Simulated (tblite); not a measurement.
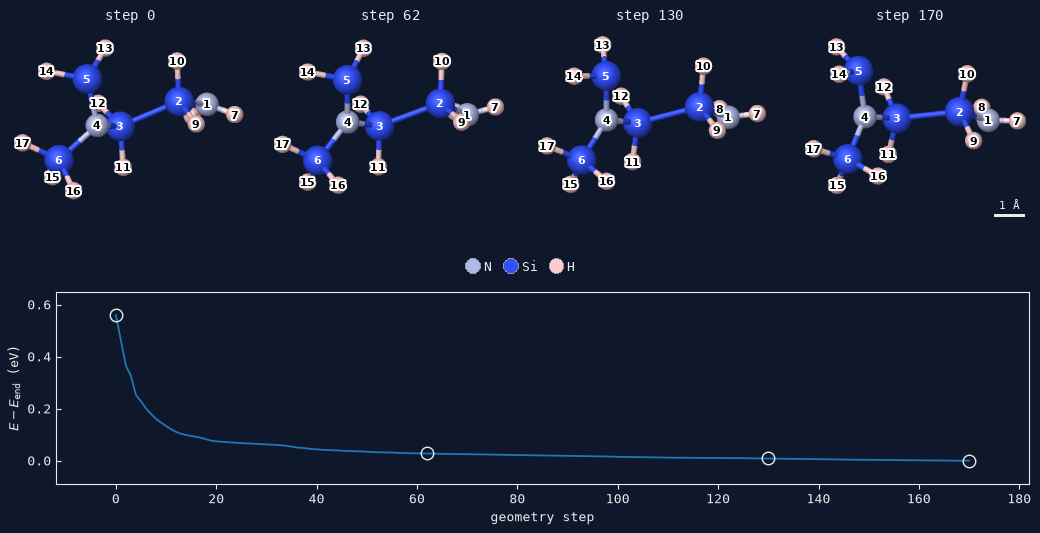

Frames of a relaxation of Si4N2H11 (multiplicity 2), marked on the history of the run. Style: ball-and-stick. Shown at a tilt.

Theory: GFN2-xTB geometry optimisation, gas phase (tblite). 

What happens along the run?

Answer. The energy falls by 0.560 eV in 170 geometry steps. The largest move after the best rigid fit is that of H13, 1.77 Å. By element the largest moves are H 1.77 Å, N 0.71 Å, Si 0.59 Å. Near-neighbour distances that change, for instance: Si2–Si3 2.233 → 2.292 Å, N1–Si2 1.775 → 1.727 Å, Si3–N4 1.784 → 1.755 Å, N1–H8 1.032 → 1.007 Å. Bond angles that change, for instance: Si3–Si2–H9 106.5° → 117.3°, N1–Si2–H9 113.0° → 102.7°, Si5–N4–Si6 115.2° → 123.2°. The run took 1.2 s on 1 thread of Arm Neoverse V2, on a shared host. From step 0 to 62: N4 moves most (0.47 Å), energy −0.532 eV. From step 62 to 130: H13 moves most (0.84 Å), energy −0.019 eV. From step 130 to 170: H13 moves most (0.93 Å), energy −0.008 eV.
